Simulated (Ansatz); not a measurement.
**AlGaH (quartet): B2PLYP, RPA-PBE over a scan of the scale of all distances, 6-31G, part 1 of 2**

Aim: run AlGaH (quartet) with these functionals over a scan of the scale of all distances, and hold them against the top wave-function level at the same points.

Method: 6-31G, all electrons in the functionals, frozen cores in the correlation of double hybrids and RPA; program: Ansatz 0.2.0, Gaussian basis.

To be run: B2PLYP, RPA-PBE, at 0.876; 1.000; 1.135; 1.311; 1.510; 1.769; 1.989; 2.364.

12 further runs of the same task are left out: 9 that didn't finish, 3 set aside as unsound or not needed.

### 1 What is computed

The geometry derives from a PBE0/def2-TZVP stationary point (not a proven minimum). All distances are scaled together. No spin-orbit coupling is included. The filled d shell of Ga may be among the frozen orbitals whatever the setting's name suggests; the logs give the count.

3 atoms, charge 0, spin multiplicity 4.

Atoms are counted from 1 here; the program's logs count them from 0.

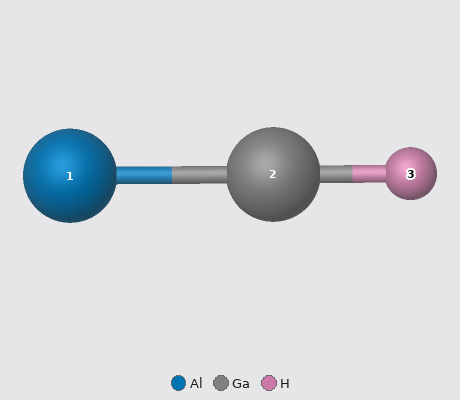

The structure; aluminium blue, gallium grey, hydrogen pink; atoms are numbered from 1 in the order of the file.

No dispersion term is added.

The geometry shown and the zero of energy belong to the point 1.000. The yardstick, FCI, and other wave-function levels (R restricted, U unrestricted, valence and pair active spaces) come from earlier runs.

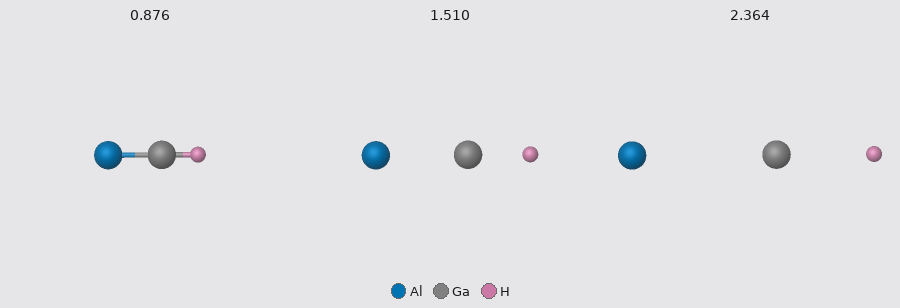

Three points of the scan; sticks are drawn by distance.

### 2 B2PLYP, 0.876

in.yaml

```yaml
crystal:
  periodic: [false, false, false]
  atoms:
    - {symbol: Al, position_ang: [0.000000, 0.000000, 1.803246]}
    - {symbol: Ga, position_ang: [0.000000, 0.000000, -0.218912]}
    - {symbol: H, position_ang: [0.000000, 0.000000, -1.584334]}
basis:
  gaussian: {orbitals: 6-31G}
magnetization: {spin_polarized: true, initial_magnetization: 3}
hamiltonian: {xc: {name: B2PLYP}}
correlation: {electrons: outside_noble_gas}
```

Started as:

```sh
$ ansatz run in.yaml --threads 1 --pin off --events-out ev --progress --plain --max-ram 2393MiB
```

The log of the run:

```text
Functional definition: B2PLYP
  name "B2PLYP"
  cite "Grimme, J. Chem. Phys. 124, 034108 (2006) doi:10.1063/1.2148954"
  cite "Becke, Phys. Rev. A 38, 3098 (1988) doi:10.1103/PhysRevA.38.3098"
  cite "Lee, Yang & Parr, Phys. Rev. B 37, 785 (1988) doi:10.1103/PhysRevB.37.785"
  parameter a = 0.53
  parameter c = 0.27
  exchange = (1 - a)*b88_x + a*exact_x
  correlation = (1 - c)*lyp_c + c*(mp2_os + mp2_ss)
420 factors; integrals over basis functions are off by at most 8.1e-4 eV
mean field evaluation 1: about -58961.4289 eV, gradient 6.7e0 eV
mean field evaluation 2: about -58961.4551 eV, gradient 6.7e0 eV
mean field evaluation 4: about -58961.8586 eV, gradient 9.5e-1 eV
mean field evaluation 8: about -58961.8834 eV, gradient 5.6e-2 eV
mean field evaluation 16: about -58961.8835 eV, gradient 4.3e-5 eV
mean field -58961.88345779 eV, -2166.8092512739 hartree, gradient 7.6e-6 eV, S^2 3.752063; 0 other end points of the search recorded, 0 dependent functions left out
19 core orbitals not correlated: weight in the atoms' cores, before any rotation towards them, 0.979 or more for the frozen orbitals, at most 0.010 for the correlated occupied ones
reference -58961.88357953 eV, -2166.8092557476 hartree; 5, 2 occupied and 20, 23 virtual orbitals, 420 factors
second order -1.60175420 eV of doubles, -0.00000000 eV of singles
Total energy: -58962.31605316 eV, -2166.8251488605 hartree
```

Wall time 1.5 s (1 thread of Arm Neoverse V2, shared host).

From the report: ⟨S²⟩ of the determinant 3.752 (pure quartet: 3.75).

### 3 B2PLYP, 1.000

in.yaml

```yaml
crystal:
  periodic: [false, false, false]
  atoms:
    - {symbol: Al, position_ang: [0.000000, 0.000000, 2.058500]}
    - {symbol: Ga, position_ang: [0.000000, 0.000000, -0.249900]}
    - {symbol: H, position_ang: [0.000000, 0.000000, -1.808600]}
basis:
  gaussian: {orbitals: 6-31G}
magnetization: {spin_polarized: true, initial_magnetization: 3}
hamiltonian: {xc: {name: B2PLYP}}
correlation: {electrons: outside_noble_gas}
```

Launched as before.

The log of the run (excerpt; [...] marks lines left out):

```text
Functional definition: B2PLYP
  name "B2PLYP"
  cite "Grimme, J. Chem. Phys. 124, 034108 (2006) doi:10.1063/1.2148954"
  cite "Becke, Phys. Rev. A 38, 3098 (1988) doi:10.1103/PhysRevA.38.3098"
  cite "Lee, Yang & Parr, Phys. Rev. B 37, 785 (1988) doi:10.1103/PhysRevB.37.785"
[...]
420 factors; integrals over basis functions are off by at most 5.8e-4 eV
[...]
mean field -58962.99099107 eV, -2166.8499523711 hartree, gradient 7.3e-6 eV, S^2 3.754334; 2 other end points of the search recorded, 0 dependent functions left out
19 core orbitals not correlated: weight in the atoms' cores, before any rotation towards them, 0.989 or more for the frozen orbitals, at most 0.004 for the correlated occupied ones
reference -58962.99111542 eV, -2166.8499569407 hartree; 5, 2 occupied and 20, 23 virtual orbitals, 420 factors
second order -1.85691342 eV of doubles, -0.00000000 eV of singles
Total energy: -58963.49248204 eV, -2166.8683818243 hartree
```

Wall time 1.8 s (1 thread of Arm Neoverse V2, shared host).

From the report: ⟨S²⟩ of the determinant 3.754 (pure quartet: 3.75).

### 4 B2PLYP, 1.135

in.yaml

```yaml
crystal:
  periodic: [false, false, false]
  atoms:
    - {symbol: Al, position_ang: [0.000000, 0.000000, 2.336398]}
    - {symbol: Ga, position_ang: [0.000000, 0.000000, -0.283636]}
    - {symbol: H, position_ang: [0.000000, 0.000000, -2.052761]}
basis:
  gaussian: {orbitals: 6-31G}
magnetization: {spin_polarized: true, initial_magnetization: 3}
hamiltonian: {xc: {name: B2PLYP}}
correlation: {electrons: outside_noble_gas}
```

Launched as before.

The log of the run (excerpt; [...] marks lines left out):

```text
Functional definition: B2PLYP
  name "B2PLYP"
  cite "Grimme, J. Chem. Phys. 124, 034108 (2006) doi:10.1063/1.2148954"
  cite "Becke, Phys. Rev. A 38, 3098 (1988) doi:10.1103/PhysRevA.38.3098"
  cite "Lee, Yang & Parr, Phys. Rev. B 37, 785 (1988) doi:10.1103/PhysRevB.37.785"
[...]
420 factors; integrals over basis functions are off by at most 3.6e-4 eV
[...]
mean field -58962.49468151 eV, -2166.8317133313 hartree, gradient 2.5e-6 eV, S^2 3.768768; 4 other end points of the search recorded, 0 dependent functions left out
19 core orbitals not correlated: weight in the atoms' cores, before any rotation towards them, 0.995 or more for the frozen orbitals, at most 0.001 for the correlated occupied ones
reference -58962.49480947 eV, -2166.8317180337 hartree; 5, 2 occupied and 20, 23 virtual orbitals, 420 factors
second order -2.21909224 eV of doubles, -0.00000000 eV of singles
Total energy: -58963.09396438 eV, -2166.8537365704 hartree
```

Wall time 2.4 s (1 thread of Arm Neoverse V2, shared host).

From the report: ⟨S²⟩ of the determinant 3.769 (pure quartet: 3.75).

From 1.000: +38.5 kJ/mol.

### 5 B2PLYP, 1.311

in.yaml

```yaml
crystal:
  periodic: [false, false, false]
  atoms:
    - {symbol: Al, position_ang: [0.000000, 0.000000, 2.698694]}
    - {symbol: Ga, position_ang: [0.000000, 0.000000, -0.327619]}
    - {symbol: H, position_ang: [0.000000, 0.000000, -2.371075]}
basis:
  gaussian: {orbitals: 6-31G}
magnetization: {spin_polarized: true, initial_magnetization: 3}
hamiltonian: {xc: {name: B2PLYP}}
correlation: {electrons: outside_noble_gas}
```

Same command.

The log of the run (excerpt; [...] marks lines left out):

```text
Functional definition: B2PLYP
  name "B2PLYP"
  cite "Grimme, J. Chem. Phys. 124, 034108 (2006) doi:10.1063/1.2148954"
  cite "Becke, Phys. Rev. A 38, 3098 (1988) doi:10.1103/PhysRevA.38.3098"
  cite "Lee, Yang & Parr, Phys. Rev. B 37, 785 (1988) doi:10.1103/PhysRevB.37.785"
[...]
420 factors; integrals over basis functions are off by at most 3.1e-4 eV
[...]
mean field -58961.40125492 eV, -2166.7915306453 hartree, gradient 1.8e-8 eV, S^2 3.799560; 6 other end points of the search recorded, 0 dependent functions left out
19 core orbitals not correlated: weight in the atoms' cores, before any rotation towards them, 0.997 or more for the frozen orbitals, at most 0.001 for the correlated occupied ones
reference -58961.40138518 eV, -2166.7915354320 hartree; 5, 2 occupied and 20, 23 virtual orbitals, 420 factors
second order -2.30505049 eV of doubles, -0.00000000 eV of singles
Total energy: -58962.02374881 eV, -2166.8144068735 hartree
```

Wall time 7.5 s (1 thread of Arm Neoverse V2, shared host).

From the report: ⟨S²⟩ of the determinant 3.800 (pure quartet: 3.75).

From 1.000: +141.7 kJ/mol.

### 6 B2PLYP, 1.510

in.yaml

```yaml
crystal:
  periodic: [false, false, false]
  atoms:
    - {symbol: Al, position_ang: [0.000000, 0.000000, 3.108335]}
    - {symbol: Ga, position_ang: [0.000000, 0.000000, -0.377349]}
    - {symbol: H, position_ang: [0.000000, 0.000000, -2.730986]}
basis:
  gaussian: {orbitals: 6-31G}
magnetization: {spin_polarized: true, initial_magnetization: 3}
hamiltonian: {xc: {name: B2PLYP}}
correlation: {electrons: outside_noble_gas}
```

Launched as before.

The log of the run (excerpt; [...] marks lines left out):

```text
Functional definition: B2PLYP
  name "B2PLYP"
  cite "Grimme, J. Chem. Phys. 124, 034108 (2006) doi:10.1063/1.2148954"
  cite "Becke, Phys. Rev. A 38, 3098 (1988) doi:10.1103/PhysRevA.38.3098"
  cite "Lee, Yang & Parr, Phys. Rev. B 37, 785 (1988) doi:10.1103/PhysRevB.37.785"
[...]
420 factors; integrals over basis functions are off by at most 4.2e-4 eV
[...]
mean field -58960.81839161 eV, -2166.7701108137 hartree, gradient 2.0e-6 eV, S^2 3.754617; 8 other end points of the search recorded, 0 dependent functions left out
19 core orbitals not correlated: weight in the atoms' cores, before any rotation towards them, 0.999 or more for the frozen orbitals, at most 0.000 for the correlated occupied ones
reference -58960.81852902 eV, -2166.7701158632 hartree; 5, 2 occupied and 20, 23 virtual orbitals, 420 factors
second order -1.58407138 eV of doubles, -0.00000000 eV of singles
Total energy: -58961.24622829 eV, -2166.7858335215 hartree
```

Run time: 9 s. Hardware: 1 thread of Arm Neoverse V2, shared host.

From the report: ⟨S²⟩ of the determinant 3.755 (pure quartet: 3.75).

From 1.000: +216.7 kJ/mol.

### 7 B2PLYP, 1.769

in.yaml

```yaml
crystal:
  periodic: [false, false, false]
  atoms:
    - {symbol: Al, position_ang: [0.000000, 0.000000, 3.641486]}
    - {symbol: Ga, position_ang: [0.000000, 0.000000, -0.442073]}
    - {symbol: H, position_ang: [0.000000, 0.000000, -3.199413]}
basis:
  gaussian: {orbitals: 6-31G}
magnetization: {spin_polarized: true, initial_magnetization: 3}
hamiltonian: {xc: {name: B2PLYP}}
correlation: {electrons: outside_noble_gas}
```

Launched as before.

The log of the run (excerpt; [...] marks lines left out):

```text
Functional definition: B2PLYP
  name "B2PLYP"
  cite "Grimme, J. Chem. Phys. 124, 034108 (2006) doi:10.1063/1.2148954"
  cite "Becke, Phys. Rev. A 38, 3098 (1988) doi:10.1103/PhysRevA.38.3098"
  cite "Lee, Yang & Parr, Phys. Rev. B 37, 785 (1988) doi:10.1103/PhysRevB.37.785"
[...]
423 factors; integrals over basis functions are off by at most 5.0e-4 eV
[...]
mean field -58960.67987479 eV, -2166.7650204142 hartree, gradient 6.7e-6 eV, S^2 3.752011; 6 other end points of the search recorded, 0 dependent functions left out
19 core orbitals not correlated: weight in the atoms' cores, before any rotation towards them, 1.000 or more for the frozen orbitals, at most 0.000 for the correlated occupied ones
reference -58960.68002121 eV, -2166.7650257951 hartree; 5, 2 occupied and 20, 23 virtual orbitals, 423 factors
second order -1.40911760 eV of doubles, -0.00000000 eV of singles
Total energy: -58961.06048296 eV, -2166.7790075066 hartree
```

It took 4.4 s on 1 thread of Arm Neoverse V2, shared host.

From the report: ⟨S²⟩ of the determinant 3.752 (pure quartet: 3.75).

From 1.000: +234.7 kJ/mol.

### 8 B2PLYP, 1.989

in.yaml

```yaml
crystal:
  periodic: [false, false, false]
  atoms:
    - {symbol: Al, position_ang: [0.000000, 0.000000, 4.094356]}
    - {symbol: Ga, position_ang: [0.000000, 0.000000, -0.497051]}
    - {symbol: H, position_ang: [0.000000, 0.000000, -3.597305]}
basis:
  gaussian: {orbitals: 6-31G}
magnetization: {spin_polarized: true, initial_magnetization: 3}
hamiltonian: {xc: {name: B2PLYP}}
correlation: {electrons: outside_noble_gas}
```

Same command.

The log of the run (excerpt; [...] marks lines left out):

```text
Functional definition: B2PLYP
  name "B2PLYP"
  cite "Grimme, J. Chem. Phys. 124, 034108 (2006) doi:10.1063/1.2148954"
  cite "Becke, Phys. Rev. A 38, 3098 (1988) doi:10.1103/PhysRevA.38.3098"
  cite "Lee, Yang & Parr, Phys. Rev. B 37, 785 (1988) doi:10.1103/PhysRevB.37.785"
[...]
427 factors; integrals over basis functions are off by at most 2.7e-4 eV
[...]
mean field -58960.58084175 eV, -2166.7613810172 hartree, gradient 2.8e-6 eV, S^2 3.750971; 6 other end points of the search recorded, 0 dependent functions left out
19 core orbitals not correlated: weight in the atoms' cores, before any rotation towards them, 1.000 or more for the frozen orbitals, at most 0.000 for the correlated occupied ones
reference -58960.58099382 eV, -2166.7613866058 hartree; 5, 2 occupied and 20, 23 virtual orbitals, 427 factors
second order -1.32900348 eV of doubles, -0.00000000 eV of singles
Total energy: -58960.93982476 eV, -2166.7745733996 hartree
```

Run time: 4 s. Hardware: 1 thread of Arm Neoverse V2, shared host.

From the report: ⟨S²⟩ of the determinant 3.751 (pure quartet: 3.75).

From 1.000: +246.3 kJ/mol.

### 9 B2PLYP, 2.364

in.yaml

```yaml
crystal:
  periodic: [false, false, false]
  atoms:
    - {symbol: Al, position_ang: [0.000000, 0.000000, 4.866294]}
    - {symbol: Ga, position_ang: [0.000000, 0.000000, -0.590764]}
    - {symbol: H, position_ang: [0.000000, 0.000000, -4.275530]}
basis:
  gaussian: {orbitals: 6-31G}
magnetization: {spin_polarized: true, initial_magnetization: 3}
hamiltonian: {xc: {name: B2PLYP}}
correlation: {electrons: outside_noble_gas}
```

Same command.

The log of the run (excerpt; [...] marks lines left out):

```text
Functional definition: B2PLYP
  name "B2PLYP"
  cite "Grimme, J. Chem. Phys. 124, 034108 (2006) doi:10.1063/1.2148954"
  cite "Becke, Phys. Rev. A 38, 3098 (1988) doi:10.1103/PhysRevA.38.3098"
  cite "Lee, Yang & Parr, Phys. Rev. B 37, 785 (1988) doi:10.1103/PhysRevB.37.785"
[...]
427 factors; integrals over basis functions are off by at most 2.3e-4 eV
[...]
mean field -58960.49623304 eV, -2166.7582717044 hartree, gradient 2.7e-6 eV, S^2 3.750294; 9 other end points of the search recorded, 0 dependent functions left out
19 core orbitals not correlated: weight in the atoms' cores, before any rotation towards them, 1.000 or more for the frozen orbitals, at most 0.000 for the correlated occupied ones
reference -58960.49640130 eV, -2166.7582778878 hartree; 5, 2 occupied and 20, 23 virtual orbitals, 427 factors
second order -1.27940442 eV of doubles, -0.00000000 eV of singles
Total energy: -58960.84184049 eV, -2166.7709725441 hartree
```

It took 8 s on 1 thread of Arm Neoverse V2, shared host.

From the report: ⟨S²⟩ of the determinant 3.750 (pure quartet: 3.75).

From 1.000: +255.7 kJ/mol.

(Continued in part 2 of 2.)
